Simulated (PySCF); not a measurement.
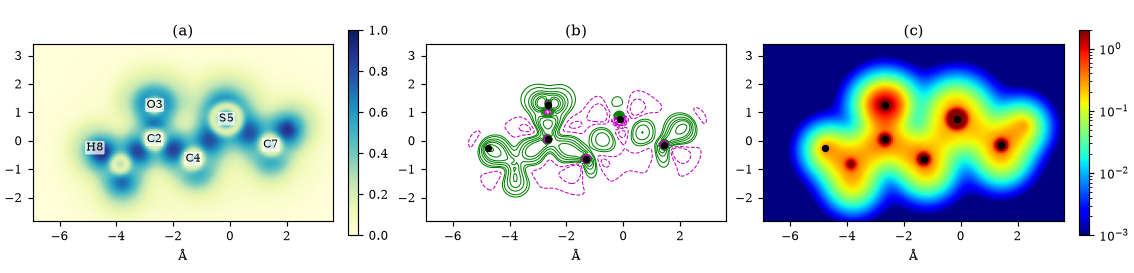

*C5H11OS, charge +1, SMILES `CC(=O)C[S+](C)C`. Three fields in the plane of C2, O3, C4, S5, C7 and H8. (b): solid green lines positive, dashed magenta lines negative.*

Computed with PySCF, B3LYP/def2-SVPD, geometry: GFN2-xTB. No frequency check shows the geometry to be a minimum. GFN2-xTB bond lengths at metals and heavier atoms can be off by up to 0.1 Å and shapes distorted, which carries into these values.

Geometry (Å), atoms numbered from 1:

```
C1      -2.9217    0.4935   -0.3004
C2      -1.5816   -0.0167    0.0752
O3      -1.3464   -1.0424    0.6631
C4      -0.3727    0.8387   -0.3006
S5       1.0221   -0.0661    0.4742
C6       1.3021   -1.3788   -0.7338
C7       2.3785    1.0448    0.0139
H8      -3.6640   -0.2948   -0.2035
H9      -2.9261    0.8968   -1.3100
H10     -3.1938    1.3025    0.3784
H11     -0.4325    1.8366    0.1339
H12     -0.2394    0.9232   -1.3785
H13      2.2221   -1.8891   -0.4613
H14      0.4762   -2.0811   -0.6625
H15      1.3818   -0.9747   -1.7381
H16      3.3140    0.5594    0.2768
H17      2.2880    1.9589    0.5932
H18      2.3647    1.2700   -1.0473
```

**The panels show, in some order, the electron density, localised orbital locator (LOL) and deformation density. Which is which?**

(a) is the localised orbital locator (LOL): it runs from 0 to 1, peaks where electrons are localised, as in bonds, and fades smoothly outside. (b) is the deformation density: it has both signs, with gains where valence electrons gather and losses around them. (c) is the electron density: it is positive everywhere and peaks at the nuclei.
